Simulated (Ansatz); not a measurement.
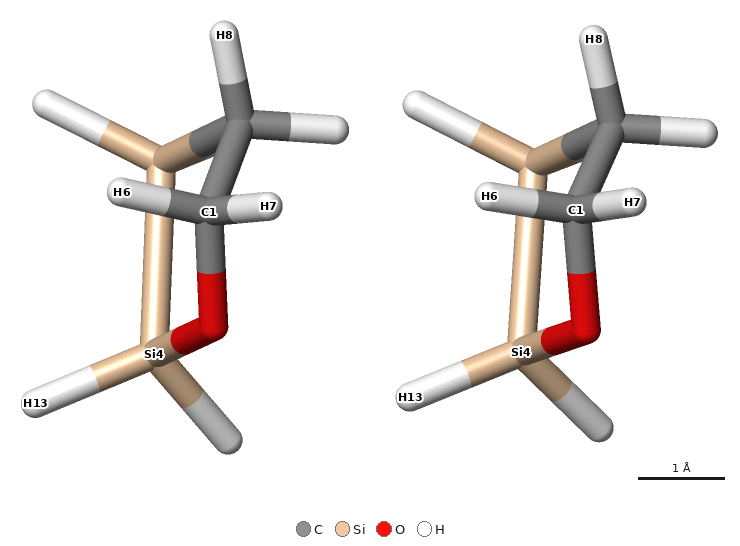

Two geometries of C2H8OSi2 (coarse preliminary run), drawn at one scale. One is the start of a relaxation, the other its converged end. A stick model, seen from a free direction.

All numbers below come from RKS PBE-D4/def2-SVP in Ansatz 0.2.0. Settings: force threshold 0.03 eV/Å; at most 200 steps.

> Which one is relaxed?

The left one is the relaxed one. The start comes from a force field. An H atom moves most after the best rigid fit: 0.16 Å. By element the largest moves are H 0.16 Å, C 0.07 Å, O 0.05 Å, Si 0.04 Å. Some distances before and after: H–Si 1.424 → 1.509 Å, C–C 1.486 → 1.543 Å, Si–Si 2.298 → 2.354 Å, C–H 1.072 → 1.111 Å. Among the angles between lasting bonds that change: H–Si–H 115.3° → 108.4°, C–O–Si 110.9° → 117.6°, Si–Si–H 112.1° → 118.4°. After 5 geometry steps the energy has fallen by 0.294 eV. Largest force component: 1.7 eV/Å at the start, 0.016 eV/Å at the end.
